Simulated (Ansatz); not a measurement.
Fields on a plane of HfO2 (fluorite)

```yaml
crystal:
  lattice:
    - [0.00000, 2.54880, 2.54880]
    - [2.54880, 0.00000, 2.54880]
    - [2.54880, 2.54880, 0.00000]
  atoms:
    - { symbol: Hf, position: [0.00000, 0.00000, 0.00000] }
    - { symbol: O, position: [0.25000, 0.25000, 0.25000] }
    - { symbol: O, position: [0.75000, 0.75000, 0.75000] }
```

The slice is a {110} plane (indices of the conventional cell) through the point (0.750, 0.750, 0.750) (fractional), spanned by u = [100] and v = [1 -1 -1] in vectors of this cell: u (3.60 Å) and v (5.10 Å, at 90° to u). It covers one period; positions are fractions (u, v).

Atoms on it: Hf at (0.50, 0.75); O at (0.00, 0.50); O at (0.00, 0.00).

Computed with PBE (plane waves to 420 eV, PAW, scalar-relativistic; Ansatz, an electronic-structure program). k mesh 11×11×11. These are valence fields of a PAW run, semicore shells included where kept as valence: close to a nucleus they are smooth pseudo fields. HfO2 is run without spin polarisation. HfO2 was relaxed with its symmetry unable to fall. Spin-orbit coupling is left out, though Hf is heavy. This is a high-temperature form of HfO2.

```
v \ u  0.00  0.10  0.20  0.30  0.40  0.50  0.60  0.70  0.80  0.90
-----  ----  ----  ----  ----  ----  ----  ----  ----  ----  ----
0.96    0.8   0.7   0.0  -0.5  -0.6  -0.5  -0.6  -0.5   0.0   0.7
0.86    0.0  -0.1  -0.3   0.1   0.8   1.0   0.8   0.1  -0.3  -0.1
0.75   -0.7  -0.7  -0.4   0.6   1.3   1.5   1.3   0.6  -0.4  -0.7
0.64    0.0  -0.1  -0.3   0.1   0.8   1.0   0.8   0.1  -0.3  -0.1
0.54    0.8   0.7   0.0  -0.5  -0.6  -0.5  -0.6  -0.5   0.0   0.7
0.43    0.7   0.5  -0.1  -0.7  -1.1  -1.3  -1.1  -0.7  -0.1   0.5
0.32   -0.3  -0.4  -0.8  -1.2  -1.5  -1.6  -1.5  -1.2  -0.8  -0.4
0.21   -0.6  -0.7  -0.9  -1.3  -1.5  -1.6  -1.5  -1.3  -0.9  -0.7
0.11    0.4   0.2  -0.3  -0.9  -1.2  -1.4  -1.2  -0.9  -0.3   0.2
0.00    0.9   0.7   0.1  -0.5  -0.9  -0.9  -0.9  -0.5   0.1   0.7
```

Values: log₁₀ of the valence density in e/Å³. The scale is logarithmic, as a density can span decades between atoms and voids.

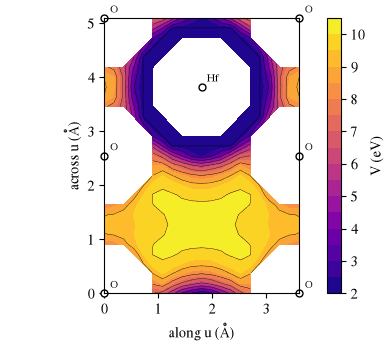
Figure. Electrostatic potential energy of an electron, from the cell's mean, in eV, one period of the plane, atoms marked. Points within 0.9 Å of a nucleus are left white, as the pseudised field means little there. Values under 2 eV are set to 2. The zero, the cell's mean, hangs on the PAW cores.

Density on the Hf–O line (2.21 Å) at its density minimum, 1.2 Å from Hf: 0.53 e/Å³
ELF at that point: 0.2
